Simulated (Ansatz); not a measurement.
Input

```
crystal:
  periodic: [false, false, false]
  atoms:
    - { symbol: Ga, position_ang: [-1.801915, -0.302143, -1.540368] }
    - { symbol: Cl, position_ang: [0.173495, 0.542872, -2.149166] }
    - { symbol: H, position_ang: [-1.87571, -1.864543, -1.677047] }
    - { symbol: H, position_ang: [-2.884809, 0.799911, -1.262337] }
    - { symbol: H, position_ang: [-0.386545, -0.340632, 1.51442] }
    - { symbol: F, position_ang: [-1.273666, -0.598745, 1.478641] }
    - { symbol: H, position_ang: [1.646122, 0.511302, 0.030581] }
    - { symbol: "N", position_ang: [1.760633, 0.340563, 1.036896] }
    - { symbol: H, position_ang: [2.093663, 1.227267, 1.440675] }
    - { symbol: H, position_ang: [2.548632, -0.315953, 1.127605] }
basis:
  gaussian: { orbitals: def2-SVP }
hamiltonian:
  xc: revpbe
relax:
  f_tol: 0.03
  max_steps: 50
output:
  orbitals: {}
```

Launched as:

```sh
ansatz run input.yaml --threads 2 --pin off --max-ram 3072MiB --backend cpu --events-out ev --progress --plain --runs-dir out
```

The fields are those of the run's last geometry, not of the input's.

The calculation used RKS revPBE/def2-SVP (Ansatz).

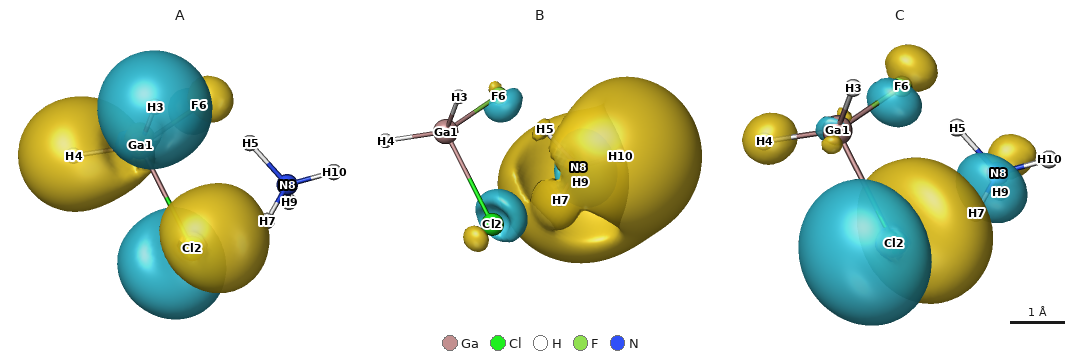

ClFGaH$_{2}$···NH$_{4}$. Three frontier orbitals at ±0.08 Å⁻³ᐟ² (yellow and cyan are the two phases), in no order.

Question: Which picture is the HOMO−1, the HOMO and the LUMO?

Answer: C is the HOMO−1 (−6.77 eV). It lies mainly on Cl2 (about 80 %); largely a lone pair of Cl2. A is the HOMO (−5.95 eV). It lies mainly on Cl2 (about 45 %), Ga1 (about 20 %), H3 (about 15 %) and H4 (about 15 %). B is the LUMO (−0.68 eV). It lies mainly on H9 (about 30 %), H10 (about 30 %) and N8 (about 25 %).

Question: What is the HOMO–LUMO gap?

Answer: 5.27 eV between the orbital energies.
